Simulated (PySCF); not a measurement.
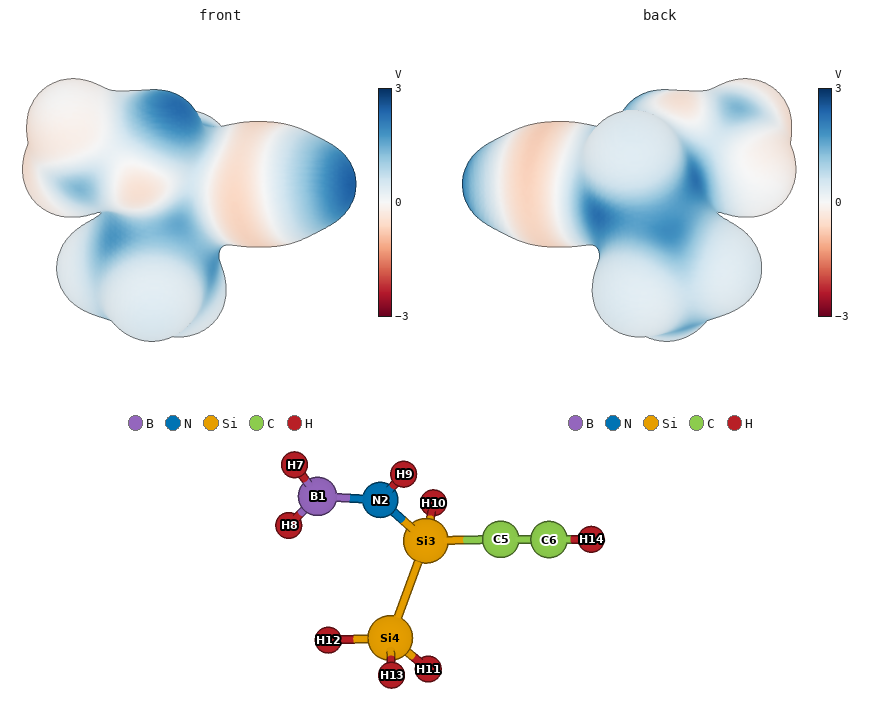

Figure 1: C₂H₈BNSi₂. The molecular electrostatic potential painted on the density surface at 0.004 e/bohr³, seen from the front and from behind; red is negative and blue positive. The bare structure is drawn below in the same view.

Geometry: GFN2-xTB.

Theory: PBE0/pcSseg-1, SCF density, gas phase, non-relativistic (PySCF).

```xyz
14

B    -2.0987   -1.2629   -0.0807
N    -0.7098   -1.2535   -0.1334
Si    0.4121    0.0258    0.3077
Si   -0.2802    2.0892   -0.4733
C     1.9920   -0.5481   -0.4874
C     3.0118   -0.8999   -1.0192
H    -2.6902   -2.2330   -0.3729
H    -2.6542   -0.2877    0.2607
H    -0.2635   -2.1107   -0.4264
H     0.6474   -0.0871    1.7638
H     0.6559    3.1280   -0.0242
H    -1.6047    2.4856    0.0125
H    -0.3223    2.1694   -1.9381
H     3.9037   -1.2156   -1.4809
```

Where is the surface potential most negative and most positive?

The most negative region (about −0.7 V, or −16 kcal/mol for a unit charge) lies over C5 and C6, the most positive (about +2.3 V, or +53 kcal/mol for a unit charge) over Si3, H9 and H14.
